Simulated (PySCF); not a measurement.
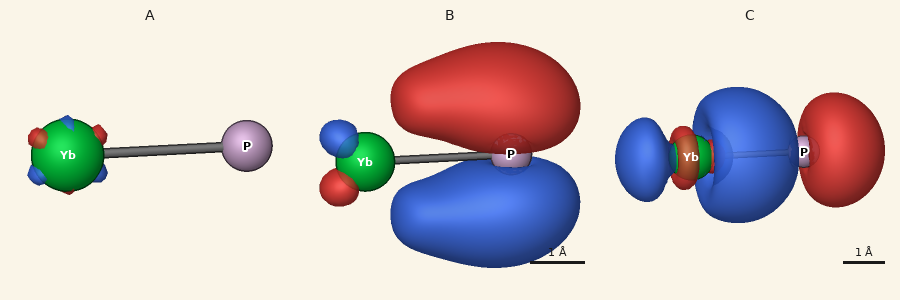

Figure 1: YbP (quartet). Three frontier β-spin orbitals, each drawn at the value that holds 80 % of its norm (blue and red are the two phases), in no order; of a degenerate pair one member is drawn.

These are results of PySCF, PBE0/x2c-SVPall, spin-free X2C-1e, Gaussian nucleus, at a bond length of 2.831 Å, not measurements.

Name the orbitals and rank them from lowest to highest energy.

Orbital A: π, occupied in this spin, −5.46 eV; almost wholly on Yb.
Orbital C: σ, occupied in this spin, −5.15 eV; shared between the atoms (Yb 50 %, P 50 %).
Orbital B: π, empty in this spin, −2.20 eV; mainly on P (80 %).
